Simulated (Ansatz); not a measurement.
Given this structure, the input geometry of an electronic-structure calculation (not necessarily at equilibrium); the starting structure was generated, so it need not be a known form of this composition, written in its standard cell:

```xyz
4
Lattice="2.9343 0.0000 0.0000 -1.4672 2.5412 0.0000 0.0000 0.0000 9.3880" Properties=species:S:1:pos:R:3 pbc="T T T"
Ti    0.0000    0.0000    0.0000
Ti    0.0000    0.0000    4.6940
Ti    0.0000    1.6941    2.3470
Ti    1.4672    0.8471    7.0410
```

What does the kinematic electron diffraction pattern along [210] look like at 100 kV (B = 0.5 Å²)?

Answer. The spots form a rectangular net whose two shortest vectors correspond to d = 2.35 Å and 1.47 Å, 90.0° apart. They are 0 0 4 and 1 -2 0. The pattern has symmetry 2mm. A glide plane extinguishes reflections such as 1 -2 -1, 1 -2 1, 1 -2 -3; a screw axis and a glide plane both extinguish reflections such as 0 0 1, 0 0 3, 0 0 5; reflections such as 0 0 2, 0 0 6, 1 -2 -2 are allowed but too weak to see at this display level.

Strongest reflections with d > 0.80 Å, one of each family (|F|² from tabulated Gaussian fits of the electron scattering factors, times a small damping for the curvature of the Ewald sphere):

```csv
hkl,d (Å),I (strongest = 100)
0 0 4,2.347,100
1 -2 0,1.467,34
1 -2 4,1.244,22
0 0 8,1.174,18
1 -2 8,0.916,8
```

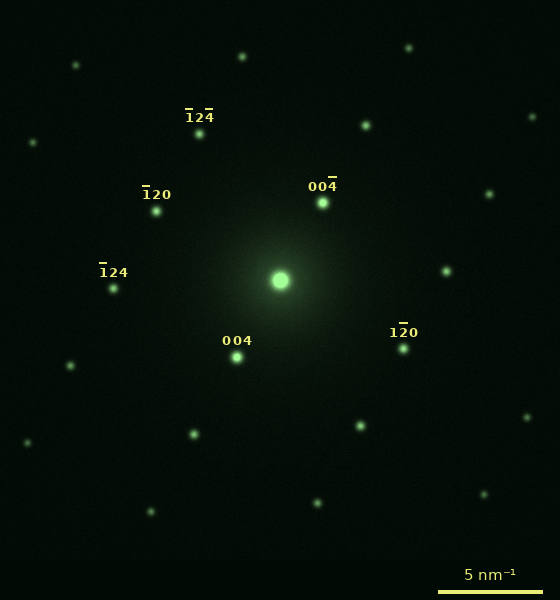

Calculated pattern, seen from the source side with [210] pointing towards the source.
